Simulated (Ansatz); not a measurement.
Input file:

```
crystal:
  periodic: [false, false, false]
  atoms:
    - { symbol: Mo, position_ang: [0.0, 0.0, 0.0] }
    - { symbol: Cl, position_ang: [0.0, 0.0, 2.31] }
    - { symbol: Cl, position_ang: [2.31, 0.0, 0.0] }
    - { symbol: F, position_ang: [0.0, 1.77, 0.0] }
    - { symbol: Cl, position_ang: [-2.31, 0.0, 0.0] }
    - { symbol: F, position_ang: [0.0, -1.77, 0.0] }
    - { symbol: Cl, position_ang: [0.0, 0.0, -2.31] }
basis:
  gaussian: { orbitals: def2-SVP }
hamiltonian:
  xc: hf
relax:
  f_tol: 0.02
  max_steps: 40
output:
  orbitals: {}
```

Command:

```sh
ansatz run input.yaml --threads 4 --pin off --max-ram 5120MiB --backend cpu --events-out ev --progress --plain --runs-dir out
```

The fields are those of the run's last geometry, not of the input's.

Core potentials replace the inner electrons of Mo.

Method: Ansatz, RHF/def2-SVP.

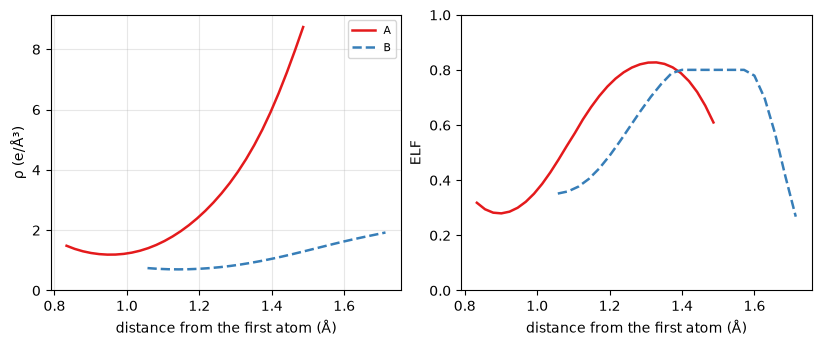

Cl$_{4}$F$_{2}$Mo. Electron density and ELF along straight lines between neighbouring atoms. The curves leave out the atomic cores.

Q: Which curve belongs to which contact (Mo–Cl and Mo–F)? The first atom named is at distance zero.

A: Curve A: Mo–F (1.80 Å): the density is about 1.2 e/Å³ at the midpoint; the ELF peaks at about 0.85 in the valence shell of F, 0.5 Å from its nucleus, and drops to about 0.30 between the two atoms. Curve B: Mo–Cl (2.29 Å): the density is about 0.7 e/Å³ at the midpoint; the ELF peaks at about 0.80 in the valence shell of Cl, 0.9 Å from its nucleus, and is about 0.40 at the midpoint.
